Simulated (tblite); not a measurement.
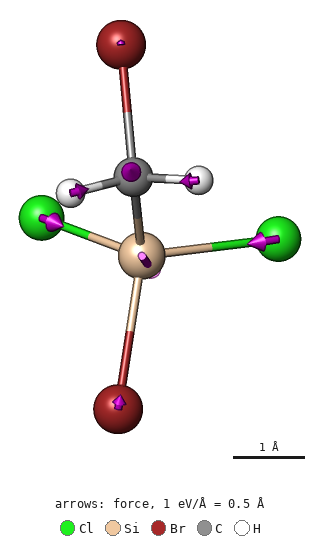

Starting geometry of CH$_{2}$Br$_{2}$Cl$_{2}$Si with the computed forces as purple arrows. The picture is a ball-and-stick view, seen from a free direction.

Level of theory: tblite 0.8.0, GFN2-xTB geometry optimisation, gas phase. 

### What follows when this structure is relaxed?

It isn't relaxed: the largest force vector, on the Si atom, is 2.29 eV/Å. The final displacements have little in common with the starting forces (cosine between the two patterns 0.22). Over 46 geometry steps the energy falls by 0.201 eV. A Br atom moves most after the best rigid fit: 0.30 Å. Largest moves by element: Br 0.30 Å, H 0.28 Å, Cl 0.19 Å, Si 0.13 Å, C 0.05 Å. Near-neighbour distances that change, for instance: Cl–Si 2.096 → 2.005 Å, C–Si 1.856 → 1.913 Å, C–H 1.107 → 1.089 Å, Br–Si 2.234 → 2.216 Å. Among the angles between lasting bonds that change: Br–Si–C 114.4° → 103.0°, Cl–Si–C 107.0° → 110.7°, Cl–Si–Br 106.4° → 109.7°.
